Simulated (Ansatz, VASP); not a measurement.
## La2O3: VASP beside Ansatz

One calculation is typed for both programs; each brings its own data sets and cutoff. How far apart do they land?

Program: Ansatz 0.2.0. Level of theory: plane waves, with VASP 6.6.1 beside it; relaxation of cell and atoms at r2SCAN and relaxation of cell and atoms at PBE with D3(BJ). Results are calculated unless marked as measured.

## Step 1: Set-up

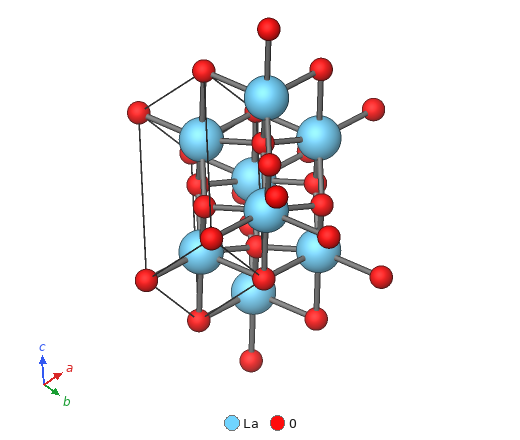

The cell as given, from a free direction (lanthanum blue, oxygen red). 2×2×1 cells are drawn. Bonds to atoms that aren't drawn are left out. Some periodic images of atoms are drawn too.

## Step 2: Ansatz: relaxation of cell and atoms, r2SCAN

Ansatz runs on its default PAW (the set named soft_2) files.

The relaxed volume is the usual yardstick between codes: its relative difference is about their pressure difference at one cell divided by the bulk modulus.

The input, input.yaml:

```yaml
crystal:
  lattice:
    - [3.930777878, 0.0, 0.0]
    - [-1.965388939, 3.404153499, 0.0]
    - [0.0, 0.0, 6.11195352]
  atoms:
    - { symbol: La, position: [0.66666667, 0.33333333, 0.75376432] }
    - { symbol: La, position: [0.33333333, 0.66666667, 0.24623568] }
    - { symbol: O, position: [0.66666667, 0.33333333, 0.35410935] }
    - { symbol: O, position: [0.33333333, 0.66666667, 0.64589065] }
    - { symbol: O, position: [0.0, 0.0, 0.0] }
hamiltonian:
  xc: r2scan
  pseudopotentials: { kind: paw }
kpoints:
  mp_grid: { grid: [7, 7, 4] }
scf:
  occupations: { method: fermi_dirac, width: 0.05 }
relax:
  f_tol: 0.01
  max_steps: 60
  cell: { stress_tol: 0.05 }
output:
  forces: true
  stress: true
  write_density: true
  write_potential: true
  elf: true
  volumetric_format: npy
```

Command:

```sh
> ansatz run input.yaml --threads 4 --pin off --max-ram 9216MiB --backend cpu --events-out ev --progress --plain --runs-dir out
```

Numbers of over 12 decimals in the logs are rounded to 6 here.

Log:

```text
Engine: ansatz 0.2.0, aarch64-unknown-linux-gnu
Pseudopotentials: kind: paw
Pseudopotential: La, paw, valence charge 11, recommended cutoff 500 eV (meta_gga), La.paw.azcp
Pseudopotential: O, paw, valence charge 6, recommended cutoff 500 eV (meta_gga), O.paw.azcp
Functional definition: r2SCAN
  parameter k0 = 0.174
  parameter k1 = 0.065
  parameter a1 = 4.9479
  exchange = r2scan_x(k0 = k0, k1 = k1, a1 = a1)
  correlation = r2scan_c
Crystal: 5 atoms, lattice volume = 81.784 Å³
Basis set: ecut = 500 eV, 2057 PW (Γ), exchange–correlation on 120×120×180 points (64 copies of the dense FFT grid, shifted against one another)
Bands: 25, of which v1, the nominal top of the filled ones, is band 20 counted from 1 (19 counted from 0)
Symmetry: 12 space group operations
Space group: P-3m1 (ITA 164), of the structure as read, at distance tolerance 4.3e-5 Å
k-points: 28 of 196
Non-local potential: La, projectors of the file, l = 0: 3, l = 1: 2, l = 2: 2, l = 3: 3
Non-local potential: O, projectors of the file, l = 0: 2, l = 1: 2, l = 2: 1
PAW form: soft (Blöchl's): semilocal exchange-correlation on the pseudo side does not see the compensation charge
PAW frozen core: La, regenerated for the run's functional (the file was generated under x = pbe(κ = 0.804, μ = 0.219515), c = pbe(β = 0.066725))
PAW frozen core: O, regenerated for the run's functional (the file was generated under x = pbe(κ = 0.804, μ = 0.219515), c = pbe(β = 0.066725))
PAW one-centre angular grid: La, 974 points (default); XC on 160 Gauss nodes
PAW one-centre angular grid: O, 302 points (default); XC on 160 Gauss nodes
Initial density: superposition of atomic densities (neutral atoms: chi_scale 0, normalization atom), corrected by the library's trained network
Initial wavefunctions: pseudopotential atomic-orbital guess
Functional: x = r2scan, c = r2scan; τ floored in thin density (d = 2e-4 eV/Å³)
SCF iter   1: F=—  HF=-14245.586618 eV  |F-HF|=—  |Δ(HF+E_count)|=         —  Δρ=1.43e-2  dr2=2.31e-1  dr2_τ=1.99e-1  ethr=1.77e-3  ⟨swp⟩=6.1  Hψ=3442  notcnv=0
preconditioner: auto → Resta (q_TF=auto, 2.422 Å⁻¹)  ε∞=4.2  [insulator: Δε(μ)=4.630 eV  Ē_g=13.750 eV  σ=0.050 eV  W_gap=1.00  n_scr=22 (ndim 8)  ℏωp=24.6 eV  f_vac=0.022  D(μ)=0.00/eV (n_scr^D=0)  ε∞_Penn≈4.2]
SCF iter   2: F=—  HF=-14245.718967 eV  |F-HF|=—  |Δ(HF+E_count)|=   1.32e-1  Δρ=6.74e-3  dr2=1.73e-2  dr2_τ=8.00e-3  ethr=5.77e-4  ⟨swp⟩=4.2  Hψ=1645  notcnv=0  defer=28
SCF iter   3: F=—  HF=-14245.716339 eV  |F-HF|=—  |Δ(HF+E_count)|=   2.63e-3  Δρ=2.67e-3  dr2=4.60e-3  dr2_τ=3.59e-4  ethr=4.33e-5  ⟨swp⟩=3.2  Hψ=1427  notcnv=0  defer=28
SCF iter   4: F=—  HF=-14245.715750 eV  |F-HF|=—  |Δ(HF+E_count)|=   5.89e-4  Δρ=9.47e-4  dr2=4.66e-4  dr2_τ=8.89e-5  ethr=1.15e-5  ⟨swp⟩=3.3  Hψ=1320  notcnv=0  defer=28
SCF iter   5: F=—  HF=-14245.715736 eV  |F-HF|=—  |Δ(HF+E_count)|=   1.32e-5  Δρ=3.32e-4  dr2=6.88e-5  dr2_τ=1.24e-5  ethr=1.17e-6  ⟨swp⟩=2.0  Hψ=1182  notcnv=0  defer=28
SCF iter   6: F=—  HF=-14245.715742 eV  |F-HF|=—  |Δ(HF+E_count)|=   5.99e-6  Δρ=8.25e-5  dr2=5.39e-6  dr2_τ=4.05e-7  ethr=1.72e-7  ⟨swp⟩=2.0  Hψ=1201  notcnv=0  defer=28
SCF iter   7: F=—  HF=-14245.715744 eV  |F-HF|=—  |Δ(HF+E_count)|=   1.57e-6  Δρ=3.67e-5  dr2=1.23e-6  dr2_τ=8.17e-8  ethr=1.35e-8  ⟨swp⟩=2.0  Hψ=1177  notcnv=0  defer=28
SCF iter   8: F=—  HF=-14245.715744 eV  |F-HF|=—  |Δ(HF+E_count)|=   1.63e-7  Δρ=1.35e-5  dr2=1.61e-7  dr2_τ=3.79e-9  ethr=3.07e-9  ⟨swp⟩=2.0  Hψ=923  notcnv=0  defer=28
SCF iter   9: F=-14245.715744 eV  HF=-14245.715744 eV  |F-HF|=5.01e-9  |Δ(HF+E_count)|=   2.54e-8  Δρ=2.85e-6  dr2=6.79e-9  dr2_τ=1.77e-10  ethr=2.50e-10  ⟨swp⟩=8.7  Hψ=4615  notcnv=0
SCF 1 converged in 9 iterations: F = -14245.715744 eV  dr2 = 6.79e-9
  greatest PAW one-centre occupation: 0.968 electrons in one spin orbital (limit 2), on the La atom at site 1 (counted from 0), in its partial waves of l = 0
relax step   1: F+E_penalty+E_count = -14245.71574377 eV  Δ(F+E_penalty+E_count) = +0.000e0 eV  max|allowed force component| = 4.576e-2 eV/Å  Δτ_max = 0.0000 Å  P = +0.635 GPa  Ω = 81.784 Å³  (9 SCF iters, dr2 threshold 1.00e-7 eV, accepted)
[...]
relax step   2: F+E_penalty+E_count = -14245.71457376 eV  Δ(F+E_penalty+E_count) = +1.170e-3 eV  max|allowed force component| = 2.143e-2 eV/Å  Δτ_max = 0.0010 Å  P = -0.897 GPa  Ω = 82.735 Å³  energy of the carried Pulay correction = -3.847e-4 eV  (7 SCF iters, dr2 threshold 5.00e-7 eV, rejected (line search))
[...]
relax step   3: F+E_penalty+E_count = -14245.71634863 eV  Δ(F+E_penalty+E_count) = -6.049e-4 eV  max|allowed force component| = 1.452e-2 eV/Å  Δτ_max = 0.0011 Å  P = -0.020 GPa  Ω = 82.156 Å³  energy of the carried Pulay correction = -1.513e-4 eV  (9 SCF iters, accepted)
[...]
relax step   4: F+E_penalty+E_count = -14245.71632208 eV  Δ(F+E_penalty+E_count) = +2.655e-5 eV  max|allowed force component| = 2.471e-2 eV/Å  Δτ_max = 0.0016 Å  P = -0.030 GPa  Ω = 82.195 Å³  energy of the carried Pulay correction = -1.671e-4 eV  (6 SCF iters, dr2 threshold 1.32e-8 eV, rejected (line search))
[...]
relax step   5: F+E_penalty+E_count = -14245.71637288 eV  Δ(F+E_penalty+E_count) = -2.425e-5 eV  max|allowed force component| = 5.168e-3 eV/Å  Δτ_max = 0.0008 Å  P = -0.008 GPa  Ω = 82.160 Å³  energy of the carried Pulay correction = -1.529e-4 eV  (8 SCF iters, accepted)
[...]
relax step   6: F+E_penalty+E_count = -14245.71654164 eV  Δ(F+E_penalty+E_count) = -1.688e-4 eV  max|allowed force component| = 5.160e-3 eV/Å  Δτ_max = 0.0000 Å  P = -0.010 GPa  Ω = 82.160 Å³  stress off target by 2.20e-2 GPa  SCF on the basis re-selected at this cell (its energy is not comparable with the rows above)  (5 SCF iters)
basis re-selected at this cell: Δ(F+E_penalty+E_count) = -1.688e-4 eV, ΔP = -0.002 GPa vs the last step (what re-selecting the basis moved, of the pressure what is left beyond the Pulay correction that the steps carried, after the strain that the cell walked since its last selection, with what the two solves' SCF thresholds leave and, on support functions, any second-order correction that the steps lacked; it is no m [...]
SCF converged after 5 iterations
Free energy (F): -14245.716542 eV
Harris-Foulkes:  -14245.716542 eV  (|F-HF|=1.46e-11)
Internal energy: -14245.716542 eV  (E = F + TS)
E sigma→0 (E₀):  -14245.716542 eV
Fermi energy:    11.540005 eV
--- Per-component energies (eV) ---
  E_band       = -34.285429
  E_kinetic    = 915.419252
  E_local      = -1538.457959  (includes V_loc(G=0)·N_el)
  E_nonlocal   = 331.547684
  E_hartree    = 550.432695
  E_xc         = -488.451494
  E_vxc        = -643.605474  (∫ρ·V_xc dr)
  E_paw        = -11355.767399  (= ΣΔE_a)
  E_vpaw       = -237.204570  (= ΣTr[D̂ρ^β])
  E_aug_tail   = 0.002930  (compensation charges beyond the density's cutoff)
  E_vtau       = 37.147379  (kinetic-family band-sum trace: ∫τ·v_τ [+ j·A + Jᵃ·Aᵃ] dr)
  E_ewald      = -2660.483453
  E_core_change = 0.041202  (= ΣΔE_core)
  E_smearing   = -0.000000  (= −TS)
  E_closure    = -0.000000  (closes the sum)
  Σ components = -14245.716542   (vs F -14245.716542, Δ=0.00e0)
--- Forces (eV/Å), atoms counted from 1 ---
  atom   1  La    -0.00000000     0.00000000    -0.00447136
  atom   2  La     0.00000000    -0.00000000     0.00447136
  atom   3  O      0.00000000    -0.00000000    -0.00516002
  atom   4  O      0.00000000     0.00000000     0.00516002
  atom   5  O     -0.00000000     0.00000000     0.00000000
  max |Σ_I F_I| component: 3.87e-17 eV/Å
--- Stress (GPa, compression-positive) ---
       -0.022003      -0.000000      -0.000000
       -0.000000      -0.022003      -0.000000
       -0.000000      -0.000000       0.014635
  P = ⅓ Tr σ = -0.0098 GPa (-0.098 kbar)
--- Band table (eV; the first three rows and the last of 28) ---
  k-point 0: bands = [... 16 lower, 7.7440, 9.0039, 9.0039, 9.2666, 14.1412, 14.4758, 14.4758, 15.1117, ... 1 higher]
  k-point 1: bands = [... 16 lower, 8.0985, 8.9833, 9.0498, 9.0498, 14.2951, 14.5492, 14.5492, 15.1191, ... 1 higher]
  k-point 2: bands = [... 16 lower, 8.3921, 8.6182, 9.1016, 9.1016, 14.5667, 14.6179, 14.6179, 14.8626, ... 1 higher]
  k-point 27: bands = [... 16 lower, 8.7851, 8.9495, 9.0234, 9.3384, 14.1165, 14.6219, 14.7643, 15.0387, ... 1 higher]
--- Relaxed structure (5 steps of the walk, 3 accepted, 1 SCFs on fresh bases) ---
  F+E_penalty+E_count = -14245.71654164 eV   max|allowed force component| = 5.160e-3 eV/Å   (the final SCF, on the basis selected at the relaxed cell)
  cell:  # Å, volume = 82.1603 Å³
    - [3.935696, 0, 1.6855999307347463e-18]
    - [-1.967848, 3.408413, -8.427999653673735e-19]
    - [2.620933756547052e-18, 0, 6.124751]
  atoms:
    - { symbol: La, position: [0.666667, 0.333333, 0.753892] }
    - { symbol: La, position: [0.333333, 0.666667, 0.246108] }
    - { symbol: O, position: [0.666667, 0.333333, 0.353948] }
    - { symbol: O, position: [0.333333, 0.666667, 0.646052] }
    - { symbol: O, position: [0, 0, 0] }
```

It took 13 s on 4 threads of Arm Neoverse V2, shared host; peak memory 0.61 GiB.

## Step 3: VASP: relaxation of cell and atoms, r2SCAN

The same cell, functional, mesh and smearing now go to VASP, with its own data sets and cutoff.

Lines of VASP's logs that name or quote its potential files are left out, and so is its time.

The input, INCAR:

```
SYSTEM = La2O3
PREC = Accurate
ENCUT = 560
EDIFF = 1E-06
NELM = 100
ISMEAR = -1
SIGMA = 0.05
LREAL = .FALSE.
ALGO = Normal
METAGGA = R2SCAN
LASPH = .TRUE.
NBANDS = 26
LORBIT = 11
LWAVE = .FALSE.
LCHARG = .FALSE.
KPAR = 4
IBRION = 2
NSW = 60
ISIF = 3
EDIFFG = -0.01
```

The input, POSCAR:

```
La2O3
1.0
    3.9307778780      0.0000000000      0.0000000000
   -1.9653889390      3.4041534990      0.0000000000
    0.0000000000      0.0000000000      6.1119535200
La O
2 3
Direct
    0.6666666700      0.3333333300      0.7537643200
    0.3333333300      0.6666666700      0.2462356800
    0.6666666700      0.3333333300      0.3541093500
    0.3333333300      0.6666666700      0.6458906500
    0.0000000000      0.0000000000      0.0000000000
```

The input, KPOINTS:

```
Automatic mesh
0
Gamma
7 7 4
0 0 0
```

PAW data sets: La and O (PBE family, release 64).

Command:

```sh
> mpirun -np 4 vasp_std
```

Log:

```text
[banner, memory and clock lines left out]
running    4 mpi-ranks, on    1 nodes
 distrk:  each k-point on    1 cores,    4 groups
 distr:  one band on    1 cores,    1 groups

 POSCAR found type information on POSCAR LaO
 POSCAR found :  2 types and       5 ions
|                                                                             |
|               ----> ADVICE to this user running VASP <----                  |
|                                                                             |
|     You enforced a specific xc type in the INCAR file but a different       |
|     [... a line on the potential file left out ...]
|     I HOPE YOU KNOW WHAT YOU ARE DOING!                                     |
|                                                                             |

 LDA part: xc-table for (None), standard interpolation
 POSCAR, INCAR and KPOINTS ok, starting setup
 FFT: planning ... GRIDC
 FFT: planning ... GRID_SOFT
 FFT: planning ... GRID
 WAVECAR not read
 entering main loop
       N       E                     dE             d eps       ncg     rms          rms(c)
DAV:   1     0.447453730730E+03    0.44745E+03   -0.16668E+04  1472   0.252E+03
DAV:   2     0.312489094093E+02   -0.41620E+03   -0.40572E+03  2048   0.404E+02
DAV:   3    -0.963976330007E+02   -0.12765E+03   -0.12407E+03  2524   0.218E+02
DAV:   4    -0.113804384704E+03   -0.17407E+02   -0.17378E+02  2534   0.862E+01
DAV:   5    -0.114857024735E+03   -0.10526E+01   -0.10518E+01  2496   0.247E+01    0.139E+01
DAV:   6    -0.954738466506E+02    0.19383E+02   -0.27753E+01  2380   0.357E+01    0.527E+00
DAV:   7    -0.960250092830E+02   -0.55116E+00   -0.26817E+00  2624   0.155E+01    0.351E+00
DAV:   8    -0.961032877761E+02   -0.78278E-01   -0.10662E+00  2736   0.901E+00    0.148E+00
DAV:   9    -0.960594166140E+02    0.43871E-01   -0.30383E-01  2432   0.387E+00    0.379E-01
DAV:  10    -0.960611652632E+02   -0.17486E-02   -0.47948E-02  2656   0.170E+00    0.181E-01
DAV:  11    -0.960628082864E+02   -0.16430E-02   -0.12869E-02  2648   0.871E-01    0.233E-01
DAV:  12    -0.960616186560E+02    0.11896E-02   -0.14314E-02  2352   0.780E-01    0.685E-02
DAV:  13    -0.960616025341E+02    0.16122E-04   -0.19404E-03  2624   0.362E-01    0.348E-02
DAV:  14    -0.960615820176E+02    0.20517E-04   -0.11564E-04  2544   0.103E-01    0.175E-02
DAV:  15    -0.960615799526E+02    0.20649E-05   -0.77292E-05  2680   0.596E-02    0.520E-03
DAV:  16    -0.960615798999E+02    0.52690E-07   -0.13923E-05  2472   0.284E-02    0.523E-03
DAV:  17    -0.960615789635E+02    0.93644E-06   -0.24890E-06  1608   0.147E-02
   1 F= -.96061579E+02 E0= -.96061579E+02  d E =-.960616E+02
[...]
2 F= -.96061619E+02 E0= -.96061619E+02  d E =-.396685E-04
[...]
3 F= -.96061638E+02 E0= -.96061638E+02  d E =-.594261E-04
 curvature:  -0.32 expect dE=-0.155E-04 dE for cont linesearch -0.174E-07
 trial: gam= 0.27491 g(F)=  0.179E-04 g(S)=  0.313E-04 ort =-0.325E-05 (trialstep = 0.926E+00)
 search vector abs. value=  0.619E-04
 bond charge predicted
       N       E                     dE             d eps       ncg     rms          rms(c)
DAV:   1    -0.960616241568E+02    0.13988E-04   -0.11711E-02  2000   0.128E+00    0.408E-02
DAV:   2    -0.960616815172E+02   -0.57360E-04   -0.98219E-04  2364   0.340E-01    0.267E-02
DAV:   3    -0.960616672298E+02    0.14287E-04   -0.55683E-05  2632   0.850E-02    0.120E-02
DAV:   4    -0.960616665746E+02    0.65516E-06   -0.21424E-05  2840   0.452E-02    0.406E-03
DAV:   5    -0.960616670303E+02   -0.45565E-06   -0.24510E-06  1784   0.116E-02
   4 F= -.96061667E+02 E0= -.96061667E+02  d E =-.286407E-04
 trial-energy change:   -0.000029  1 .order   -0.000029   -0.000045   -0.000012
 step:   1.2787(harm=  1.2787)  dis= 0.00107  next Energy=   -96.061669 (dE=-0.309E-04)
 reached required accuracy - stopping structural energy minimisation
```

Parts of OUTCAR (step 3):

```text
ion  position               nearest neighbor table
   1  0.667  0.333  0.754-   4 2.36   4 2.36   4 2.36   3 2.44   5 2.72   5 2.72   5 2.72
   2  0.333  0.667  0.246-   3 2.36   3 2.36   3 2.36   4 2.44   5 2.72   5 2.72   5 2.72
   3  0.667  0.333  0.354-   2 2.36   2 2.36   2 2.36   1 2.44
   4  0.333  0.667  0.646-   1 2.36   1 2.36   1 2.36   2 2.44
   5  0.000  0.000  0.000-   1 2.72   2 2.72   1 2.72   2 2.72   1 2.72   2 2.72

  LATTYP: Found a hexagonal cell.
 ALAT       =     3.9307778780
 C/A-ratio  =     1.5548966921

 Subroutine GETGRP returns: Found 12 space group operations
 (whereof 12 operations were pure point group operations)

The static configuration has the point symmetry D_3d.

 Found     28 irreducible k-points:

   k-points           NKPTS =     28   k-points in BZ     NKDIM =     28   number of bands    NBANDS=     26

   dimension x,y,z NGX =    30 NGY =   30 NGZ =   48
   dimension x,y,z NGXF=    60 NGYF=   60 NGZF=   96

   ENCUT  =  560.0 eV  41.16 Ry    6.42 a.u.   7.58  7.58 11.79*2*pi/ulx,y,z

   NELECT =      40.0000    total number of electrons

 k-points in reciprocal lattice and weights: Automatic mesh
   0.00000000  0.00000000  0.00000000       0.005
   0.14285714  0.00000000  0.00000000       0.031
   0.28571429  0.00000000  0.00000000       0.031
   0.42857143  0.00000000  0.00000000       0.031
   0.14285714  0.14285714  0.00000000       0.031
   0.28571429  0.14285714  0.00000000       0.061
   0.42857143  0.14285714  0.00000000       0.031
   0.28571429  0.28571429  0.00000000       0.031
   0.00000000  0.00000000  0.25000000       0.010
[...]
0.42857143  0.14285714  0.50000000       0.031
   0.28571429  0.28571429  0.50000000       0.031

 average (electrostatic) potential at core
       1-100.7101       2-100.7101       3 -70.6735       4 -70.6735       5 -70.1327

 E-fermi :   6.8664

 k-point     1 :       0.0000    0.0000    0.0000
  band No.  band energies     occupation
    ...
     16       3.5898      2.00000
     17       4.0643      2.00000
     18       5.3274      2.00000
     19       5.3274      2.00000
     20       5.5943      2.00000
     21      10.5057      0.00000
     22      10.8349      0.00000
     23      10.8349      0.00000
     24      11.4750      0.00000
     25      11.7138      0.00000
    ...

 k-point     2 :       0.1429    0.0000    0.0000
  band No.  band energies     occupation
    ...
     16       3.6705      2.00000
     17       4.5092      2.00000
     18       5.0642      2.00000
     19       5.3152      2.00000
     20       5.5296      2.00000
     21      10.6011      0.00000
     22      10.8616      0.00000
     23      10.9938      0.00000
     24      11.5222      0.00000
     25      11.6789      0.00000
    ...

 k-point     3 :       0.2857    0.0000    0.0000
  band No.  band energies     occupation
    ...
     16       4.2235      2.00000
     17       4.7372      2.00000
     18       4.8425      2.00000
     19       5.3474      2.00000
     20       5.4694      2.00000
     21      10.2955      0.00000
     22      10.9557      0.00000
     23      11.3217      0.00000
     24      11.5975      0.00000
     25      11.6183      0.00000
    ...

  Total       -0.0043859     -0.0043859      0.0037013      0.0000000      0.0000000      0.0000000
  in kB       -0.0858382     -0.0858382      0.0724394      0.0000000      0.0000000      0.0000000
  external PRESSURE =      -0.0330790 kB  Pullay stress =       0.0000000 kB

  energy-cutoff  :      560.00
  volume of cell :       81.86
      direct lattice vectors                 reciprocal lattice vectors
     3.930809682 -0.000000000 -0.000000000     0.254400513  0.146878205 -0.000000000
    -1.965404841  3.404181042 -0.000000000     0.000000000  0.293756409 -0.000000000
     0.000000000  0.000000000  6.117810833     0.000000000  0.000000000  0.163457163

 POSITION                                       TOTAL-FORCE (eV/Angst)
 -----------------------------------------------------------------------------------
      1.96540      1.13473      4.61228         0.000000     -0.000000     -0.004277
     -0.00000      2.26945      1.50553        -0.000000      0.000000      0.004277
      1.96540      1.13473      2.16519        -0.000000     -0.000000     -0.007155
     -0.00000      2.26945      3.95262         0.000000      0.000000      0.007155
      3.93081     -0.00000      0.00000        -0.000000      0.000000     -0.000000
 -----------------------------------------------------------------------------------
    total drift:                               -0.000000      0.000000      0.000000

  FREE ENERGIE OF THE ION-ELECTRON SYSTEM (eV)
  ---------------------------------------------------
  free  energy   TOTEN  =       -96.0616670303 eV

  energy  without entropy=      -96.0616670303  energy(sigma->0) =      -96.06166703

 reached required accuracy - stopping structural energy minimisation

 total charge
# of ion       s       p       d       f       tot
--------------------------------------------------
    1        1.995   5.724   0.612   0.224   8.554
    2        1.995   5.724   0.612   0.224   8.554
    3        1.572   3.495   0.000   0.000   5.067
    4        1.572   3.495   0.000   0.000   5.067
    5        1.556   3.412   0.000   0.000   4.968
--------------------------------------------------
tot          8.688  21.849   1.223   0.449  32.209

[... 3 further parts left out ...]
```

## Step 4: Side by side

Known differences besides the PAW data sets themselves: VASP keeps PBE cores, Ansatz makes them for the functional; both relaxations stop at a tolerance, which leaves soft axes loose, and VASP keeps its plane-wave basis; the cutoff is 500 eV in Ansatz and 560 eV in VASP; Ansatz adds a Pulay correction to the stress that steers its cell, VASP none. Total energies have different zeros and are not compared.

Compared:

```tsv
quantity	Ansatz	VASP	difference
volume (Å³)	82.16	81.86	+0.36 %
edge a after relaxation, in the typed setting (Å)	3.936	3.931	+0.12 %
edge c after relaxation, in the typed setting (Å)	6.125	6.118	+0.11 %
```

The walks stopped with -0.01 GPa left in Ansatz and 0.00 GPa in VASP; each walk ends within a tolerance, so the volume difference is uncertain by about these residues over the bulk modulus, most in soft cells.

(Continued in part 2 of 2.)

[Lines on the potential files, build, host, timing and source positions are cut from VASP's logs without a mark.]

[Logs are printed without paths, hosts, clocks, repeated set-up lines and the standing remarks that a program may print on its own settings, such as how far it seeks lower states.]

[Hosts, paths, dates, database ids (printed as entryN), source tags and the programs' standing remarks are cut or masked in the printed files.]
